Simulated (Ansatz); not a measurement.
AlBH4Cl2O2: geometry relaxation (part 2 of 2)

Continued. System: AlBH4Cl2O2. Method: RKS PBE0/def2-SVP (Ansatz 0.2.0). The input holds or restrains some coordinates. It belongs to a series of runs on one base structure; here: pulled along the bonds that form and break, towards end B.

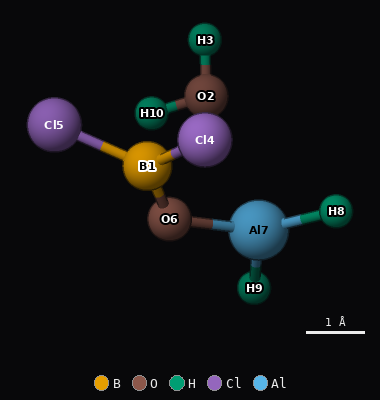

*The geometry at step 15 of the log (ball-and-stick view, seen at a tilt; atoms are numbered from 1 in the order of the input).*

Trajectory as extended XYZ, continued
```
10
Properties=species:S:1:pos:R:3:forces:R:3 step=6 energy=-36451.96229
B     0.2374    0.5869   -0.3046    0.5042   1.5593  -0.1335
O    -0.0910   -0.2348    2.1767   -1.2271   1.4134  -0.0750
H    -1.0214   -0.5343    2.1035    0.6913  -0.2111   0.0292
Cl    1.5978   -0.2990   -1.0128    0.1499  -0.2454   0.1392
Cl   -1.3746    0.0861   -0.8023   -0.2333   0.0144   0.1938
O     0.4806    1.7937    0.2977    0.2631  -1.2737   0.3793
Al    1.7893    2.0862    1.4815   -0.6070  -0.0919  -0.3467
H     2.5881    0.8962    2.1261    0.1693   0.0082  -0.1669
H     1.7621    3.5471    2.0579    0.0833   0.1722  -0.1093
H    -0.2693    0.7441    2.1297    0.2063  -1.3456   0.0900
10
Properties=species:S:1:pos:R:3:forces:R:3 step=7 energy=-36452.11741
B     0.2592    0.6172   -0.3033    0.1636   1.2120   0.6254
O    -0.1756   -0.2510    2.1337   -0.9566   1.0820   0.1612
H    -1.0694   -0.6388    2.0874    0.5499  -0.1012  -0.0053
Cl    1.6207   -0.3268   -0.9093    0.1179  -0.1035  -0.0637
Cl   -1.3667    0.1107   -0.7679   -0.0817   0.1073  -0.0561
O     0.4763    1.7855    0.3804    0.0611  -1.1525  -0.4063
Al    1.8083    2.1176    1.4830    0.1266  -0.0181   0.2308
H     2.7504    0.9158    2.0112   -0.2345   0.4759  -0.2438
H     1.8137    3.6338    2.0302    0.0364  -0.3953  -0.2168
H    -0.4179    0.7083    2.1082    0.2173  -1.1067  -0.0254
10
Properties=species:S:1:pos:R:3:forces:R:3 step=8 energy=-36452.23717
B     0.2619    0.6088   -0.2672    0.2545   1.1847   0.7044
O    -0.2356   -0.2247    2.1607   -0.8624   0.7206   0.0269
H    -1.0490   -0.7461    2.0388    0.4641   0.0766   0.0876
Cl    1.6101   -0.3715   -0.8561   -0.0133  -0.0693  -0.0496
Cl   -1.3750    0.1907   -0.7860   -0.0158   0.0394  -0.0382
O     0.4958    1.7472    0.4553   -0.1534  -1.0856  -0.7272
Al    1.8405    2.1197    1.5052    0.1339   0.0889   0.0458
H     2.8978    1.0268    1.9339   -0.0436   0.0562  -0.0523
H     1.8361    3.6274    1.9926   -0.0132  -0.0710  -0.0219
H    -0.5834    0.6939    2.0764    0.2491  -0.9403   0.0244
10
Properties=species:S:1:pos:R:3:forces:R:3 step=9 energy=-36452.29064
B     0.2593    0.6108   -0.2542    0.3278   1.1499   0.6044
O    -0.2487   -0.1979    2.1778   -0.6463   0.6780  -0.1182
H    -0.9849   -0.8199    2.0795    0.2370   0.0403   0.0795
Cl    1.5690   -0.4410   -0.8097   -0.0569  -0.0342  -0.0327
Cl   -1.3889    0.2704   -0.8055    0.0376   0.0133   0.0158
O     0.5236    1.7436    0.4617   -0.1522  -1.0338  -0.7078
Al    1.8648    2.1399    1.5107   -0.0038  -0.0539   0.0193
H     2.9518    1.0680    1.9039    0.0000   0.0277  -0.0432
H     1.8271    3.6337    2.0173   -0.0134   0.0154  -0.0007
H    -0.6739    0.6647    1.9721    0.2702  -0.8028   0.1835
10
Properties=species:S:1:pos:R:3:forces:R:3 step=10 energy=-36452.33893
B     0.2738    0.6006   -0.2742    0.3484   1.2092   0.5908
O    -0.2504   -0.1145    2.1832   -0.2576   0.7023  -0.1065
H    -0.9059   -0.8169    2.1920   -0.0602  -0.1816   0.0728
Cl    1.5253   -0.5245   -0.8108   -0.0053  -0.0062  -0.0005
Cl   -1.3839    0.3249   -0.8372    0.0001   0.0087   0.0308
O     0.5662    1.7262    0.4410   -0.2128  -1.0817  -0.8504
Al    1.8584    2.1221    1.5436   -0.0085  -0.0871  -0.0325
H     3.0266    1.1066    1.8260    0.0268  -0.0086   0.0027
H     1.7408    3.5833    2.1216   -0.0273   0.0210   0.0562
H    -0.7517    0.6645    1.8683    0.1963  -0.5760   0.2367
10
Properties=species:S:1:pos:R:3:forces:R:3 step=11 energy=-36452.31028 accepted=F
B     0.2782    0.6101   -0.3007    0.4446   1.2867   0.6787
O    -0.2314    0.0045    2.1952   -1.9972   0.6013  -0.7995
H    -0.7606   -0.8191    2.3200    0.5865   0.9461  -0.0893
Cl    1.5038   -0.5463   -0.8299   -0.0008   0.0010  -0.0145
Cl   -1.3914    0.3456   -0.8392   -0.0257   0.0093   0.0155
O     0.5827    1.7263    0.4195   -0.1656  -1.0544  -1.1062
Al    1.8556    2.0924    1.5585   -0.2932  -0.1261   0.0578
H     3.0248    1.0850    1.8243    0.1302  -0.0710  -0.0053
H     1.7069    3.5302    2.1882   -0.0044   0.0168   0.0373
H    -0.8695    0.6436    1.7176    1.3256  -1.6098   1.2254
10
Properties=species:S:1:pos:R:3:forces:R:3 step=12 energy=-36452.36017
B     0.2749    0.6045   -0.2954    0.3754   1.2321   0.6178
O    -0.2269   -0.0583    2.1829   -0.6323   0.6977  -0.2228
H    -0.8379   -0.8024    2.2593    0.1175   0.0290   0.0750
Cl    1.5158   -0.5358   -0.8235    0.0001  -0.0046  -0.0109
Cl   -1.3874    0.3317   -0.8472   -0.0092   0.0083   0.0237
O     0.5719    1.7272    0.4204   -0.2035  -1.0682  -0.9355
Al    1.8438    2.0997    1.5556   -0.0764  -0.1058  -0.0071
H     3.0158    1.0887    1.8281    0.0519  -0.0237   0.0014
H     1.7130    3.5506    2.1585   -0.0273   0.0093   0.0566
H    -0.7839    0.6664    1.8148    0.4038  -0.7742   0.4016
10
Properties=species:S:1:pos:R:3:forces:R:3 step=13 energy=-36452.38693
B     0.2774    0.6065   -0.3138    0.4388   1.2902   0.6027
O    -0.2125    0.0059    2.1860   -0.9564   0.5561  -0.3221
H    -0.7708   -0.7771    2.3282    0.2887   0.3150   0.0258
Cl    1.5069   -0.5475   -0.8362    0.0061  -0.0141  -0.0136
Cl   -1.3896    0.3360   -0.8511   -0.0489  -0.0013   0.0122
O     0.5798    1.7289    0.3976   -0.2168  -1.0922  -0.9956
Al    1.8205    2.0685    1.5783   -0.0686  -0.0847  -0.0025
H     3.0192    1.0775    1.8175    0.0169  -0.0268   0.0131
H     1.6835    3.5146    2.2010   -0.0444  -0.0522   0.0632
H    -0.8152    0.6589    1.7460    0.5846  -0.8901   0.6169
10
Properties=species:S:1:pos:R:3:forces:R:3 step=14 energy=-36452.44019
B     0.2801    0.6101   -0.3548    0.4674   1.2995   0.7100
O    -0.1755    0.0996    2.1741   -1.1876   0.2098  -0.2245
H    -0.6713   -0.7107    2.4126    0.4424   0.6460  -0.0922
Cl    1.4956   -0.5700   -0.8517   -0.0009   0.0078  -0.0513
Cl   -1.3977    0.3308   -0.8549   -0.0552   0.0044  -0.0313
O     0.5873    1.7299    0.3558   -0.1794  -1.0522  -1.1957
Al    1.7919    2.0280    1.5868   -0.1721  -0.1708   0.1620
H     3.0063    1.0483    1.8169   -0.0004   0.0107  -0.0270
H     1.6135    3.4411    2.2831   -0.0294  -0.1030   0.0071
H    -0.8312    0.6653    1.6855    0.7150  -0.8522   0.7429
10
Properties=species:S:1:pos:R:3:forces:R:3 step=15 energy=-36452.56091
B     0.2792    0.5978   -0.3932    0.6502   1.5788   0.3915
O    -0.1113    0.2130    2.1740   -1.3659  -0.0206  -0.0982
H    -0.5426   -0.6073    2.5193    0.6286   1.0142  -0.2717
Cl    1.4772   -0.5987   -0.8956   -0.0465  -0.0443   0.0116
Cl   -1.4048    0.3483   -0.8965   -0.0776  -0.0615   0.0578
O     0.6084    1.7267    0.2881   -0.2639  -1.2103  -0.9731
Al    1.6828    1.9255    1.6705   -0.0440  -0.2464  -0.1739
H     2.9888    1.0326    1.8041   -0.1714  -0.0207   0.0773
H     1.5324    3.3544    2.3481   -0.1592  -0.1961   0.1152
H    -0.8109    0.6800    1.6347    0.8498  -0.7931   0.8634
10
Properties=species:S:1:pos:R:3:forces:R:3 step=16 energy=-36452.76843
B     0.2900    0.6266   -0.4598    0.5830   1.3900   0.7508
O    -0.0381    0.3222    2.1321   -1.1546  -0.2327   0.3552
H    -0.4023   -0.4810    2.5784    0.6272   0.9768  -0.3340
Cl    1.4638   -0.6236   -0.8935   -0.0648   0.0688  -0.1168
Cl   -1.4190    0.3289   -0.8644   -0.0135   0.0184  -0.0512
O     0.6225    1.7431    0.2343   -0.3957  -1.2009  -1.6092
Al    1.6083    1.8433    1.6827   -0.0017  -0.3186   0.2573
H     2.9326    0.9734    1.8246   -0.1640  -0.0023   0.0380
H     1.4246    3.2392    2.4235   -0.1336  -0.1947   0.0796
H    -0.7831    0.7003    1.5955    0.7176  -0.5048   0.6304
10
Properties=species:S:1:pos:R:3:forces:R:3 step=17 energy=-36452.94475
B     0.2795    0.5994   -0.4701    0.7715   1.7858   0.0043
O     0.0269    0.4429    2.1446   -1.3155  -0.4411   0.3243
H    -0.2633   -0.3552    2.6377    0.5203   0.7283  -0.2154
Cl    1.4471   -0.6381   -0.9634   -0.1382  -0.0218   0.0516
Cl   -1.4371    0.3319   -0.8907    0.0361  -0.0790   0.1717
O     0.6397    1.7422    0.1574   -0.2166  -1.4480  -0.7242
Al    1.5347    1.7680    1.7202   -0.0817  -0.0484  -0.2984
H     2.8757    0.9275    1.8645   -0.1157  -0.0373   0.0300
H     1.3276    3.1436    2.4922   -0.1130  -0.1535   0.0278
H    -0.7318    0.7101    1.5611    0.6529  -0.2850   0.6283
10
Properties=species:S:1:pos:R:3:forces:R:3 step=18 energy=-36452.97609
B     0.3177    0.6495   -0.5200    0.6876   1.4401   0.5769
O     0.0542    0.5147    2.0990   -1.6409  -0.5666   0.1822
H    -0.1970   -0.2397    2.6528    0.2450   0.2268  -0.0158
Cl    1.4437   -0.6443   -0.9720   -0.1820   0.1695  -0.1411
Cl   -1.4452    0.2881   -0.7017    0.2131   0.0928  -0.0153
O     0.6977    1.7861    0.1021   -0.3841  -1.6063  -1.1791
Al    1.4832    1.7115    1.7186    0.5809   0.5975  -0.1644
H     2.8119    0.8590    1.8768   -0.0184  -0.0215   0.0216
H     1.2213    3.0442    2.5393    0.0110  -0.0186   0.0191
H    -0.6883    0.7031    1.4586    0.4878  -0.3136   0.7159
10
Properties=species:S:1:pos:R:3:forces:R:3 step=19 energy=-36453.04454
B     0.3225    0.6336   -0.5122    0.8926   1.2293   0.2274
O     0.0341    0.5101    2.1024   -0.8447  -0.1167   0.1528
H    -0.1970   -0.2398    2.6618    0.0765   0.0360   0.0693
Cl    1.4068   -0.6616   -1.0702   -0.2065   0.2703  -0.0011
Cl   -1.4407    0.3133   -0.6575   -0.0465   0.0097  -0.0347
O     0.7345    1.7544    0.1021   -0.2980  -1.3578  -1.0863
Al    1.4950    1.7387    1.7222    0.2684   0.2406   0.0413
H     2.8145    0.8843    1.9411   -0.0167  -0.0176  -0.0172
H     1.2072    3.0695    2.5330    0.0034   0.0154  -0.0071
H    -0.6777    0.6698    1.4309    0.1714  -0.3093   0.6557
10
Properties=species:S:1:pos:R:3:forces:R:3 step=20 energy=-36453.06265
B     0.3363    0.6069   -0.5021    0.8769   1.3990  -0.0819
O     0.0174    0.5142    2.1094   -0.5834  -0.0425   0.2019
H    -0.2187   -0.2033    2.7084    0.0065   0.0568   0.0209
Cl    1.4073   -0.6334   -1.1926   -0.2202   0.2529   0.1453
Cl   -1.4339    0.2954   -0.6355    0.0149  -0.0201   0.0449
O     0.7570    1.7254    0.1124   -0.3187  -1.4390  -1.1017
Al    1.5054    1.7478    1.7321    0.0710   0.0886   0.0980
H     2.8112    0.8771    1.9689   -0.0089   0.0005  -0.0036
H     1.2039    3.0856    2.5260    0.0292   0.0145  -0.0095
H    -0.6867    0.6566    1.4264    0.1329  -0.3106   0.6857
10
Properties=species:S:1:pos:R:3:forces:R:3 step=21 energy=-36453.06177
B     0.3446    0.6059   -0.5167    0.7115   1.6377   0.1599
O     0.0355    0.4731    2.0929   -0.2769   0.5683  -0.3075
H    -0.2399   -0.1625    2.7431   -0.2388  -0.4550   0.5429
Cl    1.3960   -0.6120   -1.2373   -0.0609   0.0708   0.0185
Cl   -1.4328    0.2970   -0.6063    0.0109  -0.0306  -0.0137
O     0.7682    1.7187    0.1121   -0.3177  -1.5089  -1.1202
Al    1.4989    1.7450    1.7406    0.1011   0.0107   0.0133
H     2.8001    0.8735    2.0024    0.0037   0.0219  -0.0100
H     1.2002    3.0965    2.5048   -0.0113   0.0333   0.0470
H    -0.6718    0.6370    1.4180    0.0783  -0.3482   0.6698
10
Properties=species:S:1:pos:R:3:forces:R:3 step=22 energy=-36453.06765
B     0.3592    0.5963   -0.5369    0.5694   1.8718   0.4030
O     0.0437    0.4307    2.0720   -0.4066  -0.0745   0.7135
H    -0.2952   -0.0872    2.8219    0.0954   0.2746  -0.3334
Cl    1.3899   -0.5656   -1.3473    0.0474  -0.0554  -0.0623
Cl   -1.4243    0.2709   -0.5653    0.0480  -0.0260  -0.0930
O     0.7865    1.6960    0.1194   -0.3160  -1.5963  -1.2457
Al    1.5032    1.7429    1.7532   -0.0181  -0.1328  -0.0639
H     2.7989    0.8701    2.0409    0.0071   0.0433  -0.0117
H     1.2039    3.1086    2.4903   -0.0407   0.0243   0.0772
H    -0.6668    0.6095    1.4054    0.0139  -0.3290   0.6164
10
Properties=species:S:1:pos:R:3:forces:R:3 step=23 energy=-36453.09493
B     0.3491    0.5915   -0.5592    0.8817   1.5524   0.1100
O     0.1032    0.3511    2.0533   -0.4556   0.0872   0.5287
H    -0.3035    0.0991    2.8940   -0.0309  -0.0280  -0.1052
Cl    1.3137   -0.6114   -1.4079   -0.0089   0.0266   0.0007
Cl   -1.4416    0.3548   -0.6035    0.0022   0.0087   0.0472
O     0.8523    1.6423    0.1097   -0.5042  -1.3342  -1.1789
Al    1.4978    1.7218    1.7666    0.1229  -0.0740  -0.0694
H     2.8523    0.9499    2.0619    0.0060   0.0339   0.0014
H     1.0793    3.0306    2.5553   -0.0493   0.0171   0.0238
H    -0.6036    0.5424    1.3834    0.0361  -0.2898   0.6417
```

This output came from the following input.

Input
```yaml
crystal:
  periodic: [false, false, false]
  atoms:
    - { symbol: B, position_ang: [0.0, 0.0, 0.0] }
    - { symbol: O, position_ang: [0.0, 0.0, 1.76] }
    - { symbol: H, position_ang: [-0.9095, -0.2814, 2.0971] }
    - { symbol: Cl, position_ang: [1.6108, 0.0, -0.93] }
    - { symbol: Cl, position_ang: [-1.6108, 0.0, -0.93] }
    - { symbol: O, position_ang: [0.3647, 1.5813, 0.5392] }
    - { symbol: Al, position_ang: [1.6311, 1.9902, 1.7213] }
    - { symbol: H, position_ang: [2.5584, 0.8716, 2.2893] }
    - { symbol: H, position_ang: [1.8137, 3.4671, 2.1893] }
    - { symbol: H, position_ang: [0.2407, 1.0435, 1.5173] }
basis:
  gaussian: { orbitals: def2-SVP }
hamiltonian:
  xc: pbe0
relax:
  f_tol: 0.15
  max_steps: 25
  restrain:
    - { distance: [0, 5], at: 1.41, k: 30.0 }
    - { distance: [9, 1], at: 1.01, k: 30.0 }
    - { distance: [0, 1], at: 2.61, k: 30.0 }
    - { distance: [9, 5], at: 2.21, k: 30.0 }
```

Run as:
```bash
ansatz run input.yaml --threads 4 --pin off --max-ram 5120MiB --backend cpu --events-out ev --progress --plain --runs-dir out
```

Summary

| quantity | value |
| --- | --- |
| outcome | converged under the restraints of the input |
| total energy | −36453.0950 eV |
| mean-field energy | −36453.0950 eV |
| largest force (length of the vector) at the end, held atoms and coordinates included | 1.850 eV/Å |
| hardware | 4 threads of AMD EPYC (Zen 5), 32 GiB of memory available, shared host |
| wall time | 24 s (CPU time 85 s) |
| peak memory | 0.3 GiB |
